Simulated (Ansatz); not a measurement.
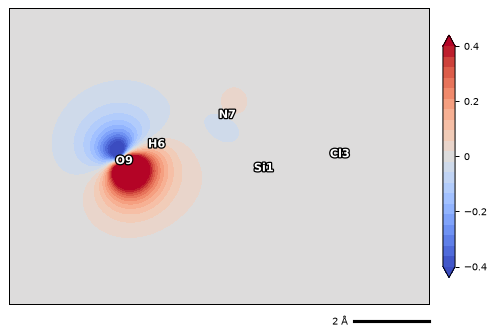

*Cl₂H₃NSi···SiH₄···H₂O. The HOMO on the plane of atoms Cl3, Si1 and N7 (values in Å⁻³ᐟ²; the overall sign is arbitrary).*

The product side of a reaction path; geometry: PBE0-D4/def2-TZVP.

The calculation used Ansatz, RKS PBE0-D4/def2-TZVPP.

```yaml
atoms:
  - { symbol: Si, position_ang: [-1.7882, 1.1349, -0.1955] }
  - { symbol: Si, position_ang: [1.1577, -2.2725, -0.3526] }
  - { symbol: Cl, position_ang: [-3.3169, 2.0171, -1.2316] }
  - { symbol: Cl, position_ang: [-2.1395, 1.4602, 1.7896] }
  - { symbol: H, position_ang: [-1.7962, -0.3039, -0.4947] }
  - { symbol: H, position_ang: [0.9361, 0.8068, 0.8119] }
  - { symbol: N, position_ang: [-0.2426, 1.7722, -0.5467] }
  - { symbol: H, position_ang: [0.0285, -2.2826, 0.6090] }
  - { symbol: O, position_ang: [1.4559, 0.1850, 1.3445] }
  - { symbol: H, position_ang: [2.4656, -2.3577, 0.3334] }
  - { symbol: H, position_ang: [1.0078, -3.4629, -1.2380] }
  - { symbol: H, position_ang: [1.0840, -1.0711, -1.2241] }
  - { symbol: H, position_ang: [-0.0785, 2.7597, -0.4099] }
  - { symbol: H, position_ang: [0.2046, 1.4523, -1.3954] }
  - { symbol: H, position_ang: [1.0216, 0.1626, 2.2001] }
```

What is the character of this orbital?

Its weight (Hirshfeld) is mainly on O9 (about 65 %), Si2 (about 10 %) and H11 (about 10 %). Its energy is −8.55 eV.
